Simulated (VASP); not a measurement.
Band structure of SnO (litharge). Calculation: revPBE GGA, VASP's PBE PAW potentials (set 64) (plane waves; VASP).

Without a dispersion term in the relaxation, distances and binding between the weakly bound layers, chains or molecules are unreliable, and so is what depends on them. Unless said otherwise, spin-orbit coupling is left out, though it shifts the bands of the heavy elements here.

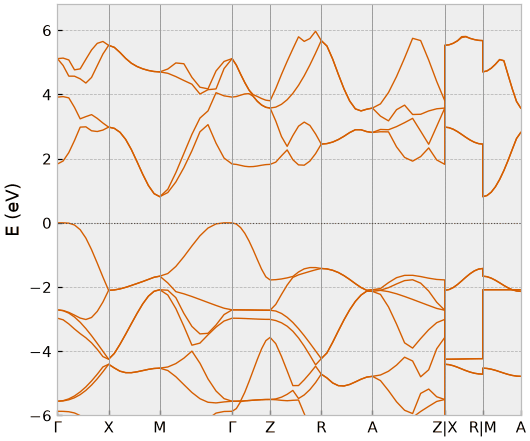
Bands along high-symmetry lines, zero at the valence-band maximum or, without a gap, the Fermi level

Task: Read the plot: is there a gap, and where are the band edges?

Result: The gap is indirect, 0.82 eV, from the valence maximum at Γ-X at 0.11 to the conduction minimum at M. (Edges off the drawn lines would not show.)

Measured: gap 0.70 eV (computed value off by +0.12 eV), as given by David Waroquiers et al., Physical Review B (2013), arXiv:1302.6756.

The compound is SnO in the litharge structure. It was relaxed first, which changed the volume by +14 %.
